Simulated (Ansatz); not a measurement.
The relaxed structure here is a generated cell of BP: the first start was made by placing the elements on the sites of a structure type, and the end was not matched to a known phase here, so it may be hypothetical. Known forms of BP include space group No. 216.

The end point of a relaxation of BP. Level of theory: r2SCAN (plane waves to 500 eV, PAW, scalar-relativistic; Ansatz, a program for electronic structure).

P6₂22 (No. 180), hP6; a = b = 3.2766 Å, c = 7.0044 Å, α = β = 90.00°, γ = 120.00°.

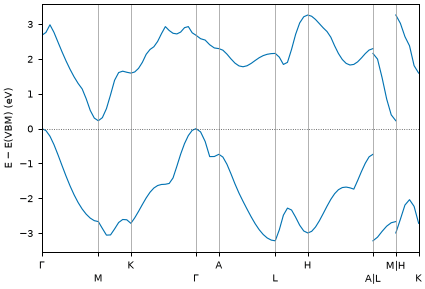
Highest filled and lowest empty band along the path of this cell's Brillouin zone

**Question.** Read off the gap and say whether it is direct.

**Answer.** 0.23 eV, indirect (valence top at Γ, conduction bottom at M) (no spin-orbit coupling).

**Question.** How far does the top valence band disperse along this path?

**Answer.** About 3.2 eV.

No spin polarisation in the result.

The run could not lose the symmetry of its start: the end is stationary, and may be a saddle point rather than a minimum.
